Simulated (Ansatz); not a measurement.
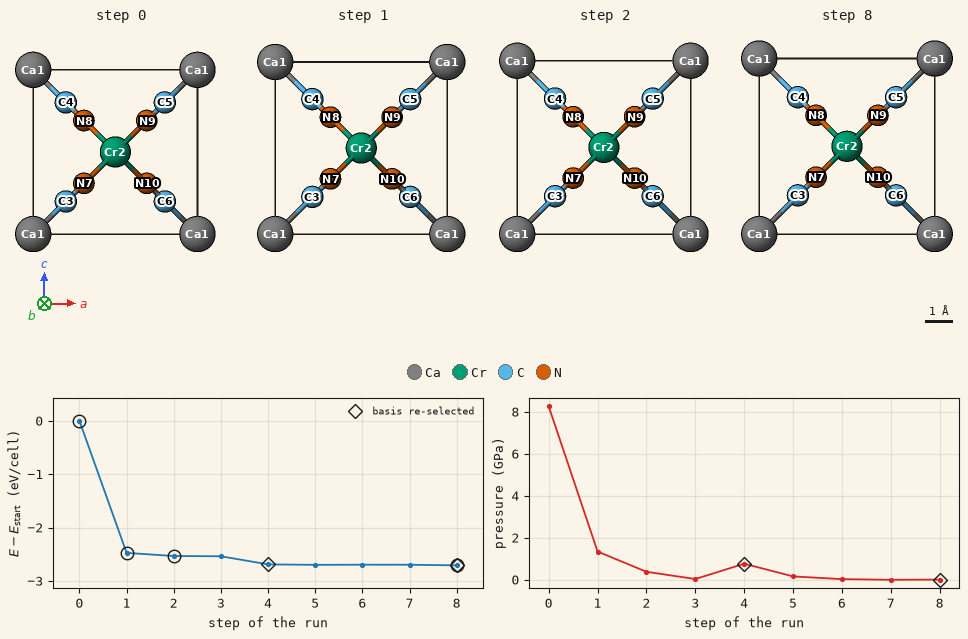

Frames of a relaxation of solid CaCrC$_{4}$N$_{4}$ (a generated structure, set up in P-43m) (coarse preliminary run), marked on the history of the run. The picture is a ball-and-stick view of the cell of the calculation, seen along the b axis.

Level of theory: Ansatz 0.2.0, DFT PBE, scalar-relativistic, plane waves, PAW.

Input file:
```yaml
crystal:
  lattice:
    - [6.12684106, 0.0, 0.0]
    - [0.0, 6.12684106, 0.0]
    - [0.0, 0.0, 6.12684106]
  atoms:
    - { symbol: Ca, position: [0.0, 0.0, 0.0] }
    - { symbol: Cr, position: [0.5, 0.5, 0.5], spin: 3.0 }
    - { symbol: C, position: [0.19845458, 0.19845458, 0.19845458] }
    - { symbol: C, position: [0.19845458, 0.80154542, 0.80154542] }
    - { symbol: C, position: [0.80154542, 0.19845458, 0.80154542] }
    - { symbol: C, position: [0.80154542, 0.80154542, 0.19845458] }
    - { symbol: "N", position: [0.30870712, 0.30870712, 0.30870712] }
    - { symbol: "N", position: [0.30870712, 0.69129288, 0.69129288] }
    - { symbol: "N", position: [0.69129288, 0.30870712, 0.69129288] }
    - { symbol: "N", position: [0.69129288, 0.69129288, 0.30870712] }
basis:
  ecutwfc: 420
kpoints:
  mp_grid: { grid: [4, 4, 4] }
hamiltonian:
  xc: pbe
scf:
  occupations: { method: gaussian, width: 0.1 }
  lower_state_search: "off"
output:
  forces: true
  stress: true
  eigenvalues: true
  populations: true
magnetization:
  spin_polarized: true
relax:
  adjacent_minimum: "off"
  f_tol: 0.04
  max_steps: 70
  cell: { stress_tol: 0.4 }
```

Command:
```bash
ansatz run input.yaml --threads 1 --pin off --max-ram 2560MiB --backend cpu --events-out ev --progress --plain --runs-dir out
```

What happens along the run?

The largest moves relative to the cell, 0.25 Å, are those of C3, C4, C5 and C6. C3 goes along [1 1 1]. By element the largest moves are C 0.25 Å, N 0.17 Å. Cr and Ca stay in place. Cell: a = b = c 6.127 → 6.549 Å (+6.9 %). Volume +22.1 %. Among the contacts that change: Ca1–C3 2.106 → 2.501 Å, Cr2–N10 2.030 → 1.998 Å. The space group stays P-43m (No. 215). The energy falls by 2.708 eV per cell of the calculation in 6 accepted moves (8 points after the start). Largest force component: 2.2 eV/Å at the start, 0.0024 eV/Å at the end. The pressure goes from 8.26 to 0.01 GPa. At 2 points the geometry stayed and the basis and grid were re-selected for the new cell (energy shift of 0.152 eV per cell of the calculation at most each time). From step 0 to 1: C atoms move most (0.19 Å), volume +15.1 %, energy −2.474 eV per cell of the calculation. From step 1 to 2: C atoms move most (0.03 Å), volume +2.2 %, energy −58.5 meV per cell of the calculation. From step 2 to 8: C atoms move most (0.02 Å), volume +3.9 %, energy −0.175 eV per cell of the calculation.

```csv
step,"E − E(0), meV/atom","largest force component, eV/Å","pressure, GPa","volume, Å³/atom",note
0,0.00,2.1806,8.26,22.999,
1,-247.40,0.2967,1.34,26.463,
2,-253.25,0.0599,0.38,27.047,
3,-253.76,0.0063,0.03,27.333,
4,-268.96,0.0151,0.76,27.333,"same geometry, new basis"
5,-269.82,0.0438,0.16,27.875,
6,-269.57,0.0401,0.03,28.119,
7,-269.63,0.0018,0.00,28.090,
8,-270.77,0.0024,0.01,28.090,"same geometry, new basis"
```
